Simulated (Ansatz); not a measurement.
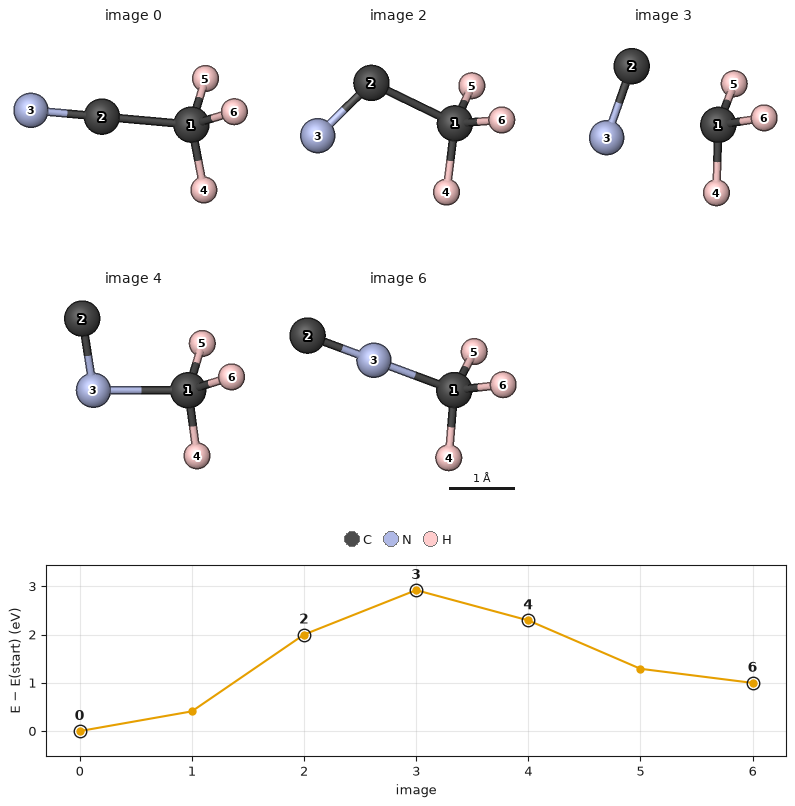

A nudged-elastic-band calculation for C$_{2}$H$_{3}$N. Images are numbered from 0 (start) to 6 (end). The picture is a ball-and-stick view, seen at a tilt.

Computed with RKS PBE0-D4/def2-SVP in Ansatz 0.2.0. Run with 5 movable images; climbing image.

Question: What happens along the path, and what is the barrier?

Answer: The highest point, image 3, lies 2.92 eV above the start and 1.92 eV above the end; the end is at +1.00 eV relative to the start. Breaking: C1–C2 (1.45 → 1.74 at the top → 2.57 Å). Forming: C1–N3 (2.60 → 1.78 at the top → 1.41 Å). The band converged in 11 iterations. The largest component of the band force went from 4.8 to 0.039 eV/Å. The climbing image converged on the top of the path. Its curvatures weren't checked. The largest force component is 0.71 eV/Å at the start and 0.66 eV/Å at the end; an end with forces this large is no minimum, and the barrier measured from it can be far off.

Cost: 51 s on 2 threads of Arm Neoverse V1 (shared host).
